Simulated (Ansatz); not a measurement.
# Response to strain in Au

Base system: Au in the hcp (Mg type) structure (space group P6_3/mmc, No. 194; relaxed with 0.1 eV smearing).

```
Au
1.0
    2.86173     0.00000     0.00000
   -1.43086     2.47833     0.00000
    0.00000     0.00000     4.80238
Au
2
Direct
  0.33333   0.66667   0.25000
  0.66667   0.33333   0.75000
```

Cartesian axes are those of the cell as printed.

Strains are applied to the cell and any free atomic positions relax; under biaxial strain the out-of-plane vector relaxes too.

Method: PBEsol (Ansatz, an electronic-structure program; PAW; 420 eV plane waves; no SOC).

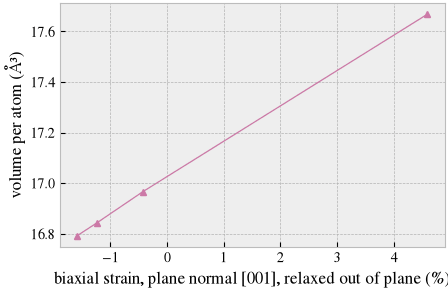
Fig. 1. Volume per atom against biaxial strain, plane normal [001], relaxed out of plane

Q: From the plot, what is the volume per atom for biaxial strain −1.59 %, plane normal [001], relaxed out of plane?

A: About 16.79 Å³.

Q: Is the trend monotonic over the range shown?

A: Yes, it rises throughout, spanning 16.79 Å³ to 17.67 Å³.

No phonon test of stability was made. The base started in Cmcm and relaxed to P6_3/mmc at this level. This is not the structure that Au has at room temperature and ambient pressure.
